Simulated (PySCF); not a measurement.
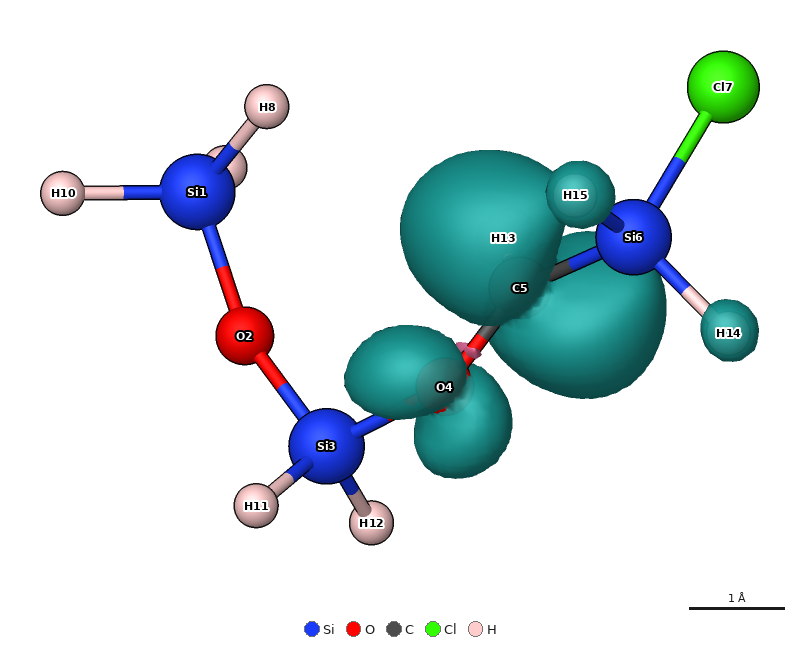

CH8ClO2Si3 (SMILES [SiH3]O[SiH2]O[CH][SiH2]Cl) (doublet). Isosurfaces of the spin density at +0.02 (teal) and −0.02 e/Å³ (pink), seen at a tilt.

Geometry: GFN2-xTB.

All numbers below come from UKS B3LYP, pcH-1 on C Cl H O Si, non-relativistic, mean-field spin-orbit, GIAO in PySCF 2.14.0, density-fitted response routines.

```xyz
15

Si    2.5105    0.6514    0.7768
O     1.8992   -0.7472    0.2139
Si    0.8249   -1.6954   -0.5287
O    -0.5973   -0.9097   -0.7249
C    -1.2473   -0.0395    0.0527
Si   -2.7580    0.8004   -0.5925
Cl   -3.3739    2.0044    0.9093
H     1.5800    1.7402    0.4769
H     2.6533    0.4405    2.2153
H     3.7836    0.8166    0.0822
H     1.2014   -1.9152   -1.9112
H     0.6680   -2.8389    0.3601
H    -0.7864    0.1846    1.0086
H    -3.8467   -0.1301   -0.9033
H    -2.5157    1.6461   -1.7665
```

Q: Where is the unpaired spin?

A: The unpaired spin (1 electron) lies mostly on C5 (about 0.6) and O4 (about 0.2), in electrons by Hirshfeld's partition.
